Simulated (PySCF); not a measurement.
## A study: C₃H₃F, triplet, SMILES `C=C[C]F`

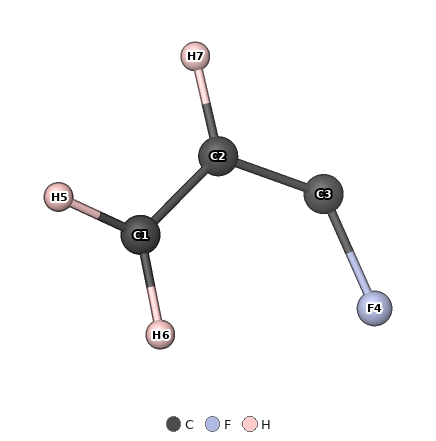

The molecule, with its atoms numbered as below. No frequency check shows the geometry to be a minimum.

Geometry (Å), atoms numbered from 1:

```
C1       1.4707    0.5329    0.0000
C2       0.6838   -0.6013    0.0000
C3      -0.6704   -0.6085    0.0000
F4      -1.5154    0.4078    0.0000
H5       2.5411    0.4484    0.0000
H6       1.0324    1.5140    0.0000
H7       1.1605   -1.5715    0.0000
```

### 1. Bonding charge

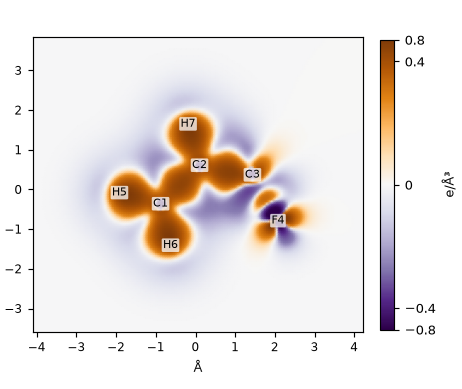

Deformation density (molecule less spherical, spin-averaged free atoms) in the molecular plane; colour scale in e/Å³, logarithmic beyond ±0.1; orange: gain, purple: loss.

Method: TPSS/def2-SVP; geometry: GFN2-xTB; program: PySCF. The stability of the open-shell solution wasn't checked. This spin state may not be the molecule's ground state. GFN2-xTB doesn't know the spin state, so this open-shell geometry is rough.

**How much density has each bond in this plane gained at its critical point, relative to the free atoms?**

C1–H6: +0.70 e/Å³ at the bond critical point (bond length 1.07 Å, Mayer order 1.0). C1–H5: +0.69 e/Å³ at the bond critical point (bond length 1.07 Å, Mayer order 1.0). C2–H7: +0.68 e/Å³ at the bond critical point (bond length 1.08 Å, Mayer order 0.9). C2–C3: +0.61 e/Å³ at the bond critical point (bond length 1.35 Å, Mayer order 1.4). C1–C2: +0.57 e/Å³ at the bond critical point (bond length 1.38 Å, Mayer order 1.5). C3–F4: −0.03 e/Å³ at the bond critical point (bond length 1.32 Å, Mayer order 1.2); up to 0.6 Å beside the axis the gain reaches +0.21 e/Å³. In all, 1.4 electrons gather in the regions of gain relative to the promolecule. A small or negative value marks a very polar bond, one between electron-rich atoms, whose free-atom densities already overlap strongly, a long bond to a heavier atom, or a closed-shell contact such as a hydrogen bond.

### 2. Bond critical points

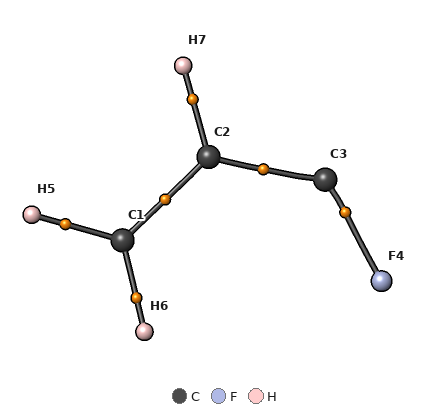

Molecular graph of the electron density (QTAIM): bond paths, bond critical points (orange), ring points (yellow, if any); weak paths are dashed.

**How many critical points of each kind are there, and does the count close?**

7 nuclei, 6 bond, 0 ring and 0 cage critical points: 7 − 6 + 0 − 0 = 1, as the Poincaré–Hopf relation requires.

**What does the calculation give at each kind of bond critical point?**

| bond | length (Å) | ρ (a.u.) | ∇²ρ (a.u.) | ε | H (a.u.) |
| --- | --- | --- | --- | --- | --- |
| C2–C3 | 1.354 | 0.320 | −0.84 | 0.31 | −0.334 |
| C1–C2 | 1.380 | 0.306 | −0.75 | 0.28 | −0.296 |
| C1–H6 | 1.075 | 0.285 | −1.08 | 0.04 | −0.313 |
| C1–H5 | 1.074 | 0.285 | −1.08 | 0.04 | −0.313 |
| C2–H7 | 1.081 | 0.281 | −1.06 | 0.02 | −0.305 |
| C3–F4 | 1.322 | 0.260 | +0.43 | 0.03 | −0.362 |

**What kind of interaction is C2–C3?**

Shared-shell (covalent): ρ = 0.320, ∇²ρ = −0.84, H = −0.334 a.u. Its ellipticity of 0.31 shows that the density isn't cylindrical about the bond.

### 3. Local ionisation energy

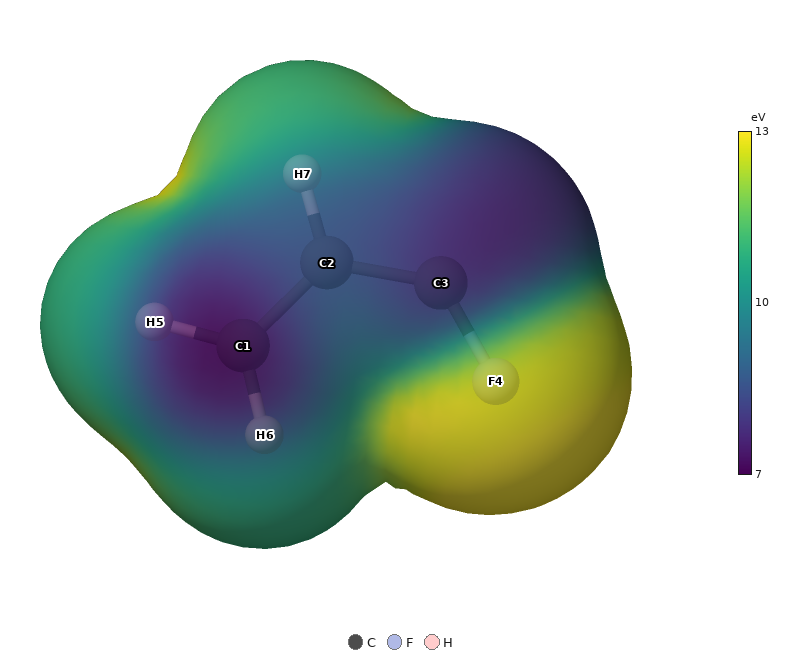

Average local ionisation energy on the surface of electron density 0.001 a.u.

**Where are the most loosely bound electrons on this surface?**

The lowest value is 7.1 eV, off the molecular plane, over C1 (2.0 Å), and at like points elsewhere. Further minima include 7.6 eV, off the molecular plane, over C3 (2.0 Å), and at like points elsewhere. For comparison, the highest occupied orbital lies at −4.7 eV.

### 4. Spin density

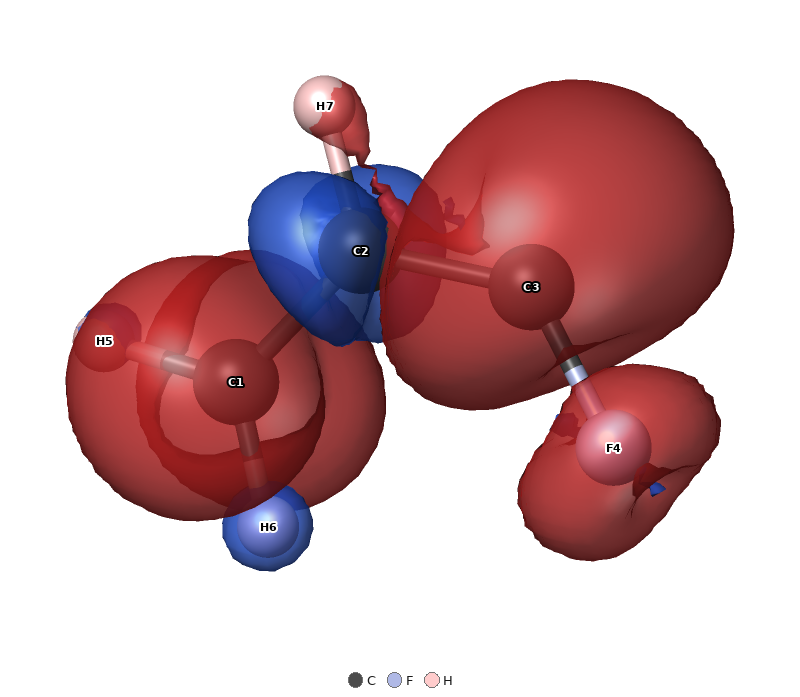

Spin density ρα − ρβ at ±0.02 e/Å³ (red: excess α, blue: excess β).

**Give the atomic spin populations that go with this picture.**

Hirshfeld spin populations: C3 +1.18, C1 +0.49, F4 +0.20 and C2 +0.06. ⟨S²⟩ = 2.03, against 2.00 for a pure state. The picture also shows regions of β spin from spin polarisation; the Hirshfeld sums, whose atoms overlap, net them against the α spin of neighbours.

### 5. In an electric field

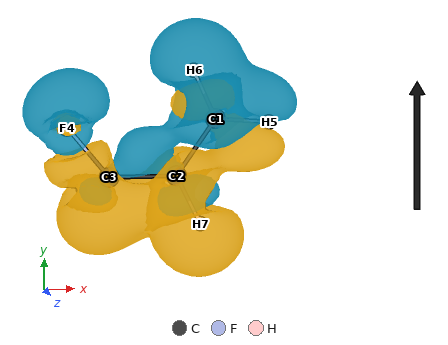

Change of the electron density in a uniform field of 0.41 V/Å along +y (arrow), surfaces at ±0.002 e/Å³ (yellow: gain, teal: loss).

Method: B3LYP/aug-cc-pVDZ; geometry: GFN2-xTB; program: PySCF. The stability of the open-shell solution wasn't checked. This spin state may not be the molecule's ground state. GFN2-xTB doesn't know the spin state, so this open-shell geometry is rough.

**How large is the response?**

The induced dipole is 0.82 D (along the field); α along this axis, from the fields in both directions, is 40 bohr³ (5.9 Å³).

**Which atoms gain and lose the most charge?**

Electrons gather most on C3 (Hirshfeld charge changes by −0.021 e) and leave H6 most (+0.018 e); 0.078 electrons are displaced in all.
